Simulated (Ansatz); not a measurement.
CH₄BSi (SMILES B=C[SiH2]) (doublet)

Input

```
crystal:
  periodic: [false, false, false]
  atoms:
    - {symbol: C, position_ang: [0.347594, 0.544899, 0.247150]}
    - {symbol: B, position_ang: [0.579517, -0.186164, -0.899294]}
    - {symbol: Si, position_ang: [0.006071, -0.761124, 1.517844]}
    - {symbol: H, position_ang: [-0.065445, -2.087535, 0.827730]}
    - {symbol: H, position_ang: [1.028581, -0.849544, 2.612354]}
    - {symbol: H, position_ang: [0.397983, 1.591587, 0.517647]}
    - {symbol: H, position_ang: [0.736157, -0.907300, -1.812309]}
basis:
  gaussian:
    orbitals: def2-TZVPD
hamiltonian:
  xc: {name: PBE0}
output: {forces: true, orbitals: {seedname: orbitals}}
magnetization:
  spin_polarized: true
  initial_magnetization: 1
```

Run with:

```sh
ansatz run input.yaml --threads 1 --pin off --max-ram 2610MiB --events-out events.jsonl --progress --plain --runs-dir runs
```

Geometry: B3LYP/6-31G*.

Level of theory: isolated molecule in a Gaussian basis; Kohn-Sham density functional theory, functional PBE0 (Ansatz 0.2.0).

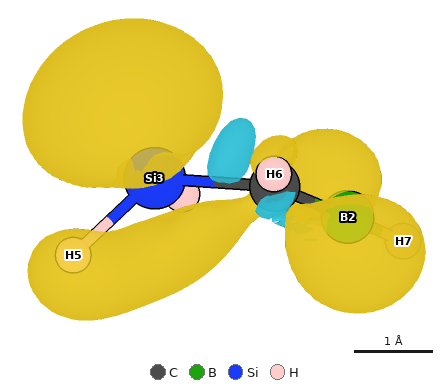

Figure 1. Isosurfaces of the spin density at +0.015 (yellow) and −0.015 e/Å³ (cyan), seen from one side.

**Which atoms carry the spin?**

The unpaired spin (1 electron) lies mostly on Si3 (about 0.7) and B2 (about 0.2), in electrons by Hirshfeld's partition.

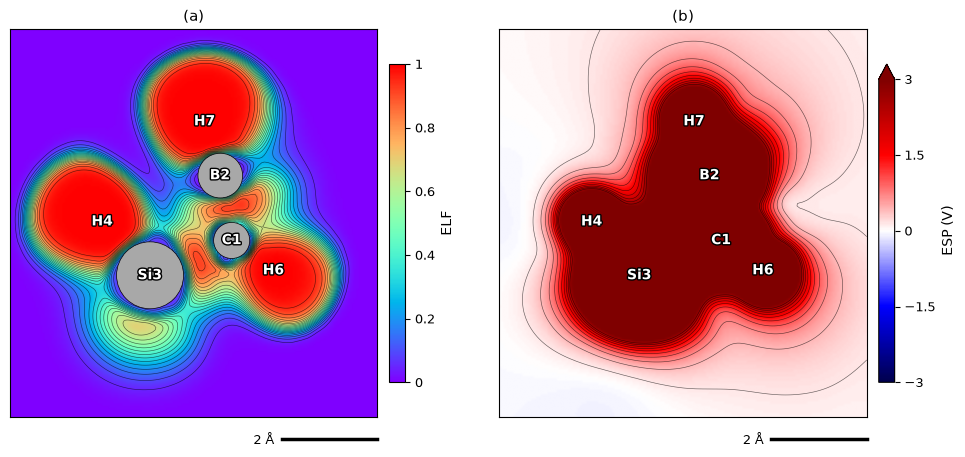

Figure 2. (a) electron localisation function; (b) molecular electrostatic potential on the plane of atoms Si3, C1 and H6. Grey discs cover the atomic cores in the ELF map.

**Read the bonding off the picture.**

- The plane passes through C, B, Si and H nuclei.
- C–B (1.38 Å): the ELF peaks at about 0.90 between the atoms (a covalent bond).
- C–Si (1.85 Å): the ELF peaks at about 0.90 between the atoms, as expected for localised, covalent bonding.
- C–H (1.08 Å): the ELF climbs to about 1 towards the hydrogen, as it does in any bond to H: a covalent bond by its length.
- B–H (1.17 Å): the ELF climbs to about 1 towards the hydrogen: a covalent bond by its length.
- Si–H (1.50 Å): the ELF climbs to about 1 towards the hydrogen.
- The potential has no marked negative region in this plane.

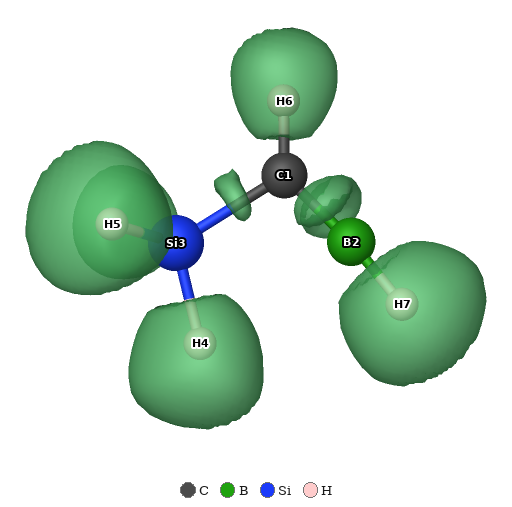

Figure 3. Isosurface of the ELF at 0.85 (green), seen across its widest extent. Only the valence region is drawn (cores and ρ < 0.01 e/Å³ removed).

**Describe the localisation domains.**

The ELF exceeds this value in one region between bonded B–C atoms (shared pairs), one region between bonded C–Si atoms (shared pairs), four regions around hydrogen nuclei and one lobe on Si, pointing away from the bonds (non-bonding electrons).
